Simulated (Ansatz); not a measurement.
# BLYP/cc-pVTZ run of CH3Al (SMILES C[Al])

What is the vertical singlet–triplet gap of CH3Al at BLYP/cc-pVTZ? 

Program for the calculation: Ansatz 0.2.0.

68 further runs of the same task are left out: 68 set aside as unsound or not needed.

## (1) The system as given

CH3Al has 5 atoms, charge 0, and is taken as a singlet. SMILES: `C[Al]`. Geometry: relaxed at PBE0-D4/def2-TZVP.

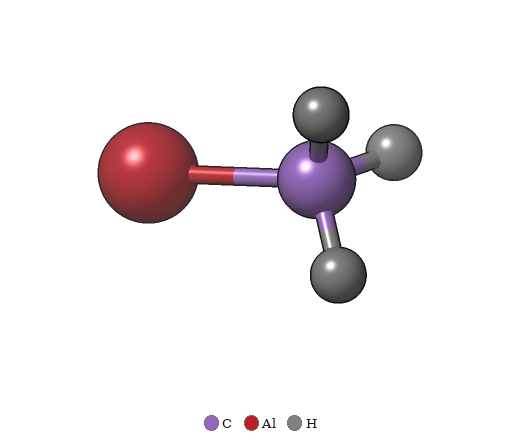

The structure, seen from a chosen angle (carbon purple, aluminium red, hydrogen grey).

## (2) The energy at BLYP/cc-pVTZ

Input file run.yaml:

```yaml
crystal:
  periodic: [false, false, false]
  atoms:
    - {symbol: C, position_ang: [-0.131220, -0.057510, 0.054000]}
    - {symbol: Al, position_ang: [1.572690, 0.689240, -0.647230]}
    - {symbol: H, position_ang: [-0.230740, -1.127460, -0.171770]}
    - {symbol: H, position_ang: [-0.205100, 0.049890, 1.144270]}
    - {symbol: H, position_ang: [-1.005630, 0.445840, -0.379270]}
basis:
  gaussian:
    orbitals: cc-pVTZ
magnetization:
  spin_polarized: false
  initial_magnetization: 0
hamiltonian:
  xc: {name: BLYP}
accuracy: high
output: {orbitals: {seedname: orbitals}}
```

Command:

```sh
$ ansatz run run.yaml --threads 1 --pin off --max-ram 3480MiB --events-out events.jsonl --progress --plain --runs-dir runs
```

Standard output:

```text
Warning: RAYON_NUM_THREADS=1 ignored (pool sized by the plan → 1); use --threads N
Functional definition: BLYP
  name "BLYP"
  parameter beta = 0.0042
  parameter a = 0.04918
  parameter b = 0.132
  parameter c = 0.2533
  parameter d = 0.349
  exchange = b88_x(beta = beta)
  correlation = lyp_c(a = a, b = b, c = c, d = d)
1819 factors; integrals over basis functions are off by at most 3.2e-9 eV
mean field evaluation 1: about -7670.7717 eV, gradient 7.0e1 eV
mean field evaluation 2: about -7624.2811 eV, gradient 1.1e2 eV
mean field evaluation 4: about -7681.9077 eV, gradient 5.1e0 eV
mean field evaluation 8: about -7682.0473 eV, gradient 1.5e-1 eV
mean field evaluation 16: about -7682.0474 eV, gradient 2.7e-6 eV
mean field -7682.04738816 eV, -282.3100344363 hartree, gradient 3.1e-8 eV, S^2 0.000000; 0 other end points of the search recorded, 0 dependent functions left out
reference -7682.04743166 eV, -282.3100360348 hartree; 11, 11 occupied and 95, 95 virtual orbitals, 1819 factors
Total energy: -7682.04743166 eV, -282.3100360348 hartree
```

Wall time 2.6 s (1 thread of Intel Xeon 6975P-C (Granite Rapids), shared host); peak memory 0.25 GiB.

## (3) The triplet

Input file in.yaml:

```yaml
crystal:
  periodic: [false, false, false]
  atoms:
    - {symbol: C, position_ang: [-0.131220, -0.057510, 0.054000]}
    - {symbol: Al, position_ang: [1.572690, 0.689240, -0.647230]}
    - {symbol: H, position_ang: [-0.230740, -1.127460, -0.171770]}
    - {symbol: H, position_ang: [-0.205100, 0.049890, 1.144270]}
    - {symbol: H, position_ang: [-1.005630, 0.445840, -0.379270]}
basis:
  gaussian: {orbitals: cc-pVTZ}
total_charge: 0
magnetization: {spin_polarized: true, initial_magnetization: 2}
hamiltonian: {xc: {name: BLYP}}
accuracy: high
output: {orbitals: {seedname: orbitals}}
```

Command:

```sh
$ ansatz run in.yaml --threads 1 --pin off --max-ram 3480MiB --events-out events.jsonl --progress --plain --runs-dir runs
```

Standard output, shortened:

```text
Warning: RAYON_NUM_THREADS=1 ignored (pool sized by the plan → 1); use --threads N
[... 9 set-up lines as earlier in the session ...]
1819 factors; integrals over basis functions are off by at most 3.2e-9 eV
mean field evaluation 1: about -7668.3309 eV, gradient 4.9e1 eV
mean field evaluation 2: about -7622.9562 eV, gradient 7.8e1 eV
mean field evaluation 4: about -7679.6778 eV, gradient 5.2e0 eV
mean field evaluation 8: about -7679.9647 eV, gradient 5.7e-2 eV
mean field evaluation 16: about -7679.9647 eV, gradient 2.0e-5 eV
mean field evaluation 32: about -7679.9627 eV, gradient 4.4e-1 eV
mean field evaluation 64: about -7679.9647 eV, gradient 2.1e-4 eV
mean field -7679.96472075 eV, -282.2334978206 hartree, gradient 1.1e-8 eV, S^2 2.001965; 5 other end points of the search recorded, 0 dependent functions left out
reference -7679.96476379 eV, -282.2334994022 hartree; 12, 10 occupied and 94, 96 virtual orbitals, 1819 factors
Total energy: -7679.96476379 eV, -282.2334994022 hartree
```

It took 33 s on 1 thread of Intel Xeon 6975P-C (Granite Rapids), shared host; peak memory 0.32 GiB.

## (4) Outcome

At BLYP/cc-pVTZ:

| quantity | value |
| --- | --- |
| singlet: total energy | -282.31004 Eh |
| singlet: HOMO energy | -4.51 eV |
| singlet: LUMO energy | -1.95 eV |
| singlet: HOMO–LUMO gap | 2.56 eV |
| triplet: total energy | -282.23350 Eh |
| triplet: HOMO energy (highest over α and β) | -2.62 eV |
| triplet: ⟨S²⟩ | 2.002 |
| vertical energy of the triplet above the singlet | 2.083 eV |

**Reading.** At this shape the triplet lies 2.08 eV (48 kcal/mol) above the singlet.
